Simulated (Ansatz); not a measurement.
**One shape, several levels: quartet OH**

Wanted: a comparison of 6 runs (UHF/3-21G, U-r2SCAN/aug-cc-pVTZ, U-r2SCAN0/aug-cc-pVTZ, U-revPBE/aug-cc-pVTZ, UB2PLYP/aug-cc-pVTZ, UBHLYP/aug-cc-pVTZ) of quartet OH. 

Program for the calculation: Ansatz 0.2.0.

28 further runs of the same task are left out: 28 set aside as unsound or not needed.

## 1. The structure to begin with

The species is OH (2 atoms), meant as a quartet with charge 0. SMILES of the parent species: `[OH]`. Geometry: relaxed at PBE0-D4/def2-TZVP. That shape belongs to the parent species and isn't relaxed for this state.

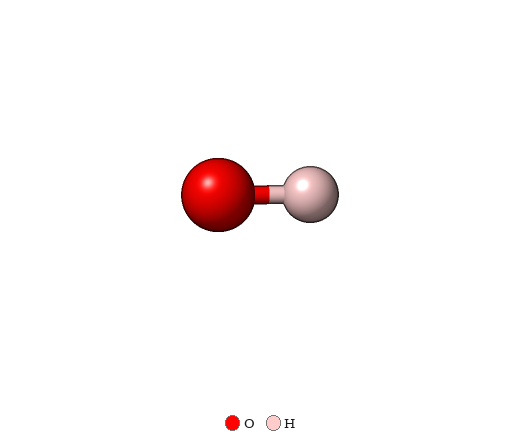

The structure, seen from a chosen angle (oxygen red, hydrogen pink).

## 2. A single-point energy at UHF/3-21G (run 1)

Contents of run.yaml:

```yaml
crystal:
  periodic: [false, false, false]
  atoms:
    - symbol: O
      position_ang: [0.415880, -0.133150, 0.214550]
    - symbol: H
      position_ang: [-0.415880, 0.133150, -0.214550]
basis:
  gaussian: {orbitals: 3-21G.json}
total_charge: 0
magnetization: {spin_polarized: true, initial_magnetization: 3}
hamiltonian: {xc: hf}
accuracy: high
output: {orbitals: {seedname: orbitals}}
```

The basis set 3-21G is read from a file made from the Basis Set Exchange's data (not shown).

The run is started by

```sh
$ ansatz run run.yaml --threads 1 --pin off --max-ram 3480MiB --events-out events.jsonl --progress --plain --runs-dir runs
```

Log:

```text
Warning: RAYON_NUM_THREADS=1 ignored (pool sized by the plan → 1); use --threads N
Functional definition: HF
  name "HF"
  exchange = exact_x
  correlation = 0
150 factors; integrals over basis functions are off by at most 5.3e-9 eV
mean field evaluation 1: about -2031.9689 eV, gradient 1.3e1 eV
mean field evaluation 2: about -2031.9764 eV, gradient 1.3e1 eV
mean field evaluation 4: about -2032.8438 eV, gradient 1.2e0 eV
mean field evaluation 8: about -2032.8601 eV, gradient 2.8e-5 eV
mean field evaluation 16: about -2032.8601 eV, gradient 2.2e-8 eV
mean field -2032.86008232 eV, -74.7062301032 hartree, gradient 2.2e-8 eV, S^2 3.753608; 0 other end points of the search recorded, 0 dependent functions left out
reference -2032.86008232 eV, -74.7062301032 hartree; 6, 3 occupied and 5, 8 virtual orbitals, 150 factors
Total energy: -2032.86008232 eV, -74.7062301032 hartree
```

Wall time 0.04 s (1 thread of Arm Neoverse V2, shared host).

## 3. A single-point energy at U-r2SCAN/aug-cc-pVTZ (run 2)

Contents of input.yaml:

```yaml
crystal:
  periodic: [false, false, false]
  atoms:
    - {symbol: O, position_ang: [0.415880, -0.133150, 0.214550]}
    - {symbol: H, position_ang: [-0.415880, 0.133150, -0.214550]}
basis:
  gaussian:
    orbitals: aug-cc-pVTZ
magnetization:
  spin_polarized: true
  initial_magnetization: 3
hamiltonian:
  xc: r2scan
accuracy: high
output:
  orbitals: {seedname: orbitals}
```

The run is started by

```sh
$ ansatz run input.yaml --threads 1 --pin off --max-ram 3480MiB --events-out events.jsonl --progress --plain --runs-dir runs
```

Log:

```text
Warning: RAYON_NUM_THREADS=1 ignored (pool sized by the plan → 1); use --threads N
Functional definition: r2SCAN
  name "r2SCAN"
  parameter k0 = 0.174
  parameter k1 = 0.065
  parameter a1 = 4.9479
  exchange = r2scan_x(k0 = k0, k1 = k1, a1 = a1)
  correlation = r2scan_c
899 factors; integrals over basis functions are off by at most 3.0e-9 eV
mean field evaluation 1: about -2052.7720 eV, gradient 9.0e0 eV
mean field evaluation 2: about -2053.1082 eV, gradient 4.1e0 eV
mean field evaluation 4: about -2053.1946 eV, gradient 3.2e-1 eV
mean field evaluation 8: about -2053.1938 eV, gradient 9.1e-3 eV
mean field evaluation 16: about -2053.1938 eV, gradient 9.3e-8 eV
mean field -2053.19377124 eV, -75.4534793884 hartree, gradient 1.1e-8 eV, S^2 3.754533; 0 other end points of the search recorded, 0 dependent functions left out
reference -2053.19379055 eV, -75.4534800980 hartree; 6, 3 occupied and 63, 66 virtual orbitals, 899 factors
Total energy: -2053.19379055 eV, -75.4534800980 hartree
```

It took 2.6 s on 1 thread of Arm Neoverse V2, shared host; peak memory 0.16 GiB.

Runs 3 to 5 aren't shown in full; the table further down has their settings and results.

## 4. The energy at UBHLYP/aug-cc-pVTZ (run 6)

input.yaml, as its differences from that of step 3:

```diff
@@ -8,2 +8,5 @@
     orbitals: aug-cc-pVTZ
+accuracy: high
+hamiltonian:
+  xc: {name: BHLYP}
 magnetization:
@@ -11,5 +14,2 @@
   initial_magnetization: 3
-hamiltonian:
-  xc: r2scan
-accuracy: high
 output:
```

The run is started by

```sh
$ ansatz run input.yaml --threads 1 --pin off --max-ram 3480MiB --events-out events.jsonl --progress --plain --runs-dir runs
```

Log:

```text
Warning: RAYON_NUM_THREADS=1 ignored (pool sized by the plan → 1); use --threads N
Functional definition: BHLYP
  name "BHLYP"
  parameter a = 0.5
  exchange = (1 - a)*b88_x + a*exact_x
  correlation = lyp_c
899 factors; integrals over basis functions are off by at most 3.0e-9 eV
mean field evaluation 1: about -2053.0379 eV, gradient 9.3e0 eV
mean field evaluation 2: about -2053.4227 eV, gradient 5.2e0 eV
mean field evaluation 4: about -2053.5062 eV, gradient 1.9e-1 eV
mean field evaluation 8: about -2053.5054 eV, gradient 9.1e-3 eV
mean field evaluation 16: about -2053.5054 eV, gradient 1.9e-6 eV
mean field -2053.50540987 eV, -75.4649318967 hartree, gradient 4.3e-8 eV, S^2 3.754416; 0 other end points of the search recorded, 0 dependent functions left out
reference -2053.50543120 eV, -75.4649326808 hartree; 6, 3 occupied and 63, 66 virtual orbitals, 899 factors
Total energy: -2053.50543120 eV, -75.4649326808 hartree
```

It took 1.4 s on 1 thread of Arm Neoverse V2, shared host; peak memory 0.12 GiB.

## 5. All runs side by side

| run | level | frozen core orbitals | energy (Eh) | HOMO energy (eV) | ⟨S²⟩ | wall time |
| --- | --- | --- | --- | --- | --- | --- |
| 1 | UHF/3-21G | – | -74.706230 | -4.13 | 3.754 | 0.04 s |
| 2 | U-r2SCAN/aug-cc-pVTZ | – | -75.453480 | -2.83 | 3.755 | 2.6 s |
| 3 | U-r2SCAN0/aug-cc-pVTZ | – | -75.450252 | -3.54 | 3.755 | 2.6 s |
| 4 | U-revPBE/aug-cc-pVTZ | – | -75.467993 | -2.72 | 3.753 | 1.2 s |
| 5 | UB2PLYP/aug-cc-pVTZ | 1 | -75.441629 | -4.11 | 3.755 | 1.7 s |
| 6 | UBHLYP/aug-cc-pVTZ | – | -75.464933 | -4.07 | 3.754 | 1.4 s |

## 6. What came out

| quantity | value |
| --- | --- |
| run 6: total energy | -75.46493 Eh |
| run 6: HOMO energy (highest over α and β) | -4.07 eV |
| run 6: ⟨S²⟩ | 3.754 |

**Reading.** Totals of different functionals can't be ranked against each other. All runs together took 9.6 s, the longest 2.6 s.
